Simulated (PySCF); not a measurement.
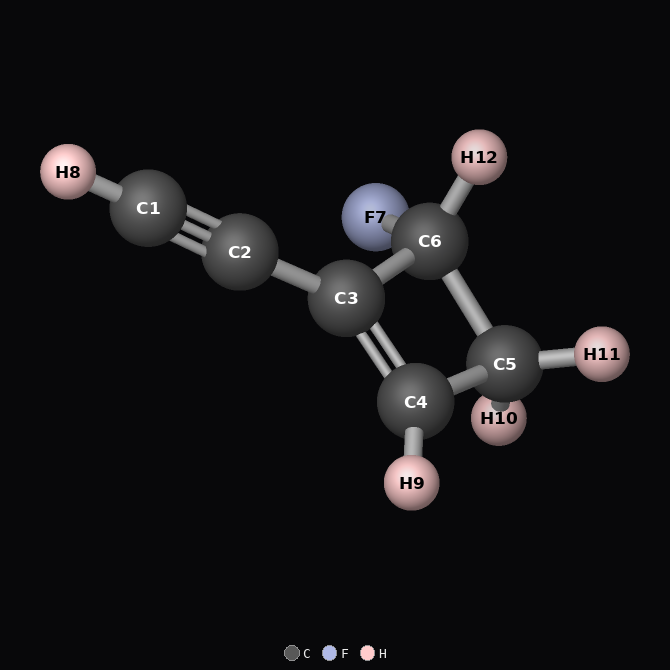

The geometry was computed by an optimisation with GFN2-xTB. No frequency run is at hand to confirm it as a minimum. Method: B3LYP/pcJ-1 indirect spin-spin coupling, non-relativistic, gas phase (PySCF 2.14.0). Isotopes: 13C, 19F, 1H.

Give the spin–spin coupling constants of these pairs, with the number of bonds between them: C6/F7, C3/F7, F7/H11, F7/H10.

```csv
pair,bonds apart,J (Hz)
"C6, F7",1,−277.3
"C3, F7",2,16.9
"F7, H11",3,5.2
"F7, H10",3,9.6
```

Density functionals are unreliable for couplings to fluorine, so those rows may be far off.
